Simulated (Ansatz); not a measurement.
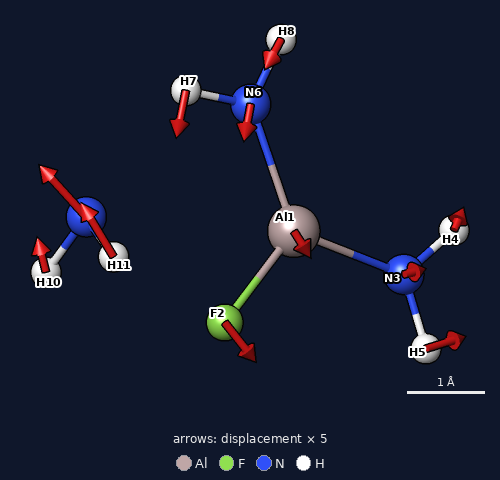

A relaxation of AlN3H6F (multiplicity 2). The starting structure is drawn; red arrows show the displacements, magnified 5 times. The two geometries are superimposed by the best rigid fit.

Style: ball-and-stick. Shown from a free direction.

The run prepares an end point of a later path (reaction) calculation, from a guessed geometry.

Method: UKS B3LYP-D4/def2-SVP in Ansatz 0.2.0.

Input
```yaml
crystal:
  periodic: [false, false, false]
  atoms:
    - { symbol: Al, position_ang: [0.442619, 0.010538, 0.099523] }
    - { symbol: F, position_ang: [1.037224, 0.043779, 1.676914] }
    - { symbol: "N", position_ang: [1.665275, 0.064729, -1.17512] }
    - { symbol: H, position_ang: [1.485342, 0.055481, -2.173315] }
    - { symbol: H, position_ang: [2.663955, 0.110212, -1.001531] }
    - { symbol: "N", position_ang: [-1.297965, -0.072903, -0.121987] }
    - { symbol: H, position_ang: [-1.884259, -0.091889, 0.710313] }
    - { symbol: H, position_ang: [-1.841611, -0.101104, -0.975936] }
    - { symbol: "N", position_ang: [-1.093513, -0.023911, 2.963175] }
    - { symbol: H, position_ang: [-0.553845, -0.80163, 3.378186] }
    - { symbol: H, position_ang: [-0.623221, 0.806699, 3.359779] }
magnetization:
  spin_polarized: true
  initial_magnetization: 1
basis:
  gaussian: { orbitals: def2-SVP }
hamiltonian:
  xc: b3lyp
  dispersion: d4
relax:
  f_tol: 0.03
  max_steps: 50
output:
  orbitals: {}
```

Command:
```bash
ansatz run input.yaml --threads 4 --pin off --max-ram 5120MiB --backend cpu --events-out ev --progress --plain --runs-dir out
```

> What happened in the run?

After 6 accepted moves (7 points after the start) the energy has fallen by 3.67 kJ/mol. Largest force component: 0.29 eV/Å at the start, 0.029 eV/Å at the end. The line search rejected the trial step at point 2 of the run. The largest move after the best rigid fit is that of N9, 0.19 Å. Largest moves by element: N 0.19 Å, H 0.17 Å, F 0.14 Å, Al 0.09 Å. Near-neighbour distances that change, for instance: Al1–F2 1.686 → 1.680 Å. The run took 16 s on 4 threads of Arm Neoverse V2, on a shared host, peak memory 0.3 GiB.

Limits of the set-up: the start holds two separate molecules, 2.4 Å apart at their closest, whose relative position is a soft coordinate.
